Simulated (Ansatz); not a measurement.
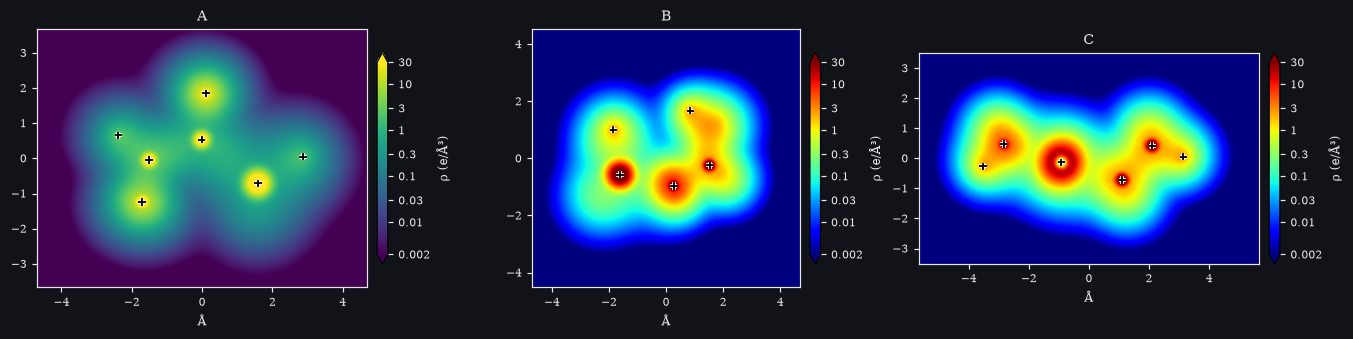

The electron density of 3 systems, each on a plane through atoms (crosses mark nuclei in the plane).

Computed with RKS PBE0-D4/def2-TZVPP (Ansatz).

System 1: C$_{2}$H$_{8}$AlNO, the plane of atoms O3, Al5 and H13. Geometry: PBE0-D4/def2-TZVP.

```xyz
13

N    -1.1863   -1.0316    0.9833
C     0.0984   -1.2740    0.4628
O     0.6673   -0.2342   -0.3736
C     0.9438    1.1019    0.2159
Al    0.0492    1.1912   -1.5146
H    -1.2165   -0.2984    1.6764
H    -1.8813   -0.8597    0.2696
H     0.0820   -2.1480   -0.1898
H     0.8080   -1.4325    1.2779
H     0.3412    1.2485    1.1137
H     2.0072    1.1743    0.4341
H     0.8473    1.2461   -2.8823
H    -1.5399    1.2817   -1.4585
```

System 2: C$_{2}$H$_{7}$CdN (SMILES C[CH2][Cd][NH2]), the plane of atoms C1, C2 and Cd3. Geometry: PBE0-D4/def2-TZVP; core potentials replace the inner electrons of Cd.

```xyz
11

C    -0.9807    1.3935    0.8898
C    -0.6398   -0.0906    0.9704
Cd    0.6446   -0.7927   -0.5504
N     1.9938   -1.3838   -1.9348
H    -1.4876    1.6486   -0.0445
H    -1.6456    1.6969    1.7066
H    -0.0898    2.0237    0.9530
H    -1.5501   -0.6951    0.9323
H    -0.1593   -0.3203    1.9259
H     2.1419   -2.3855   -1.9682
H     1.7724   -1.0948   -2.8802
```

System 3: CH$_{4}$BFOSi, the plane of atoms O1, C2 and B3. Geometry: PBE0-D4/def2-TZVP.

```xyz
9

O     1.0903    1.7028    0.8255
C     1.3944    1.0543   -0.1484
B     0.4962   -0.2001   -0.6070
F     0.9430   -0.8906   -1.6402
Si   -1.2190   -0.6774    0.3791
H     2.3081    1.3262   -0.7284
H    -1.9031   -1.8323   -0.2603
H    -2.1324    0.4960    0.3755
H    -0.8889   -1.0254    1.7872
```

> Which map belongs to which system?

Panel A is system 3, CH$_{4}$BFOSi: the plane holds O, C, B, F, Si and H. C–O (1.21 Å): the density is about 3.4 e/Å³ at the midpoint. Panel B is system 1, C$_{2}$H$_{8}$AlNO: the plane holds C, O, Al and H. C–O (1.45 Å): the density is about 1.9 e/Å³ at the midpoint, with its minimum of 1.6 e/Å³ about 0.5 Å from C. Panel C is system 2, C$_{2}$H$_{7}$CdN: the plane holds C, Cd, N and H. C–C (1.52 Å): ρ at the midpoint is about 1.6 e/Å³.
